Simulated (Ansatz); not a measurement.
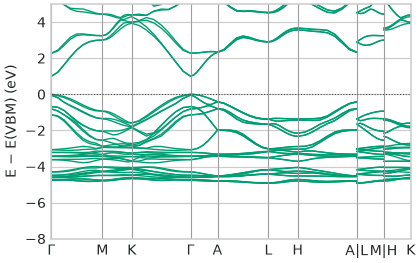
Figure. Band structure from PBEsol with spin–orbit coupling (plane waves, PAW; program Ansatz)

**Question.** Read off the gap and where the band edges lie.

**Answer.** About 1.0 eV (1.00 eV by a search for the band edges); maximum at Γ, minimum at Γ.

The material is AgI (wurtzite, space group No. 186).

Space group P6_3mc (wurtzite). The PBEsol relaxation kept the symmetry of its start. The run is not spin-polarised.

Potentials: the later of the program's two PAW sets.
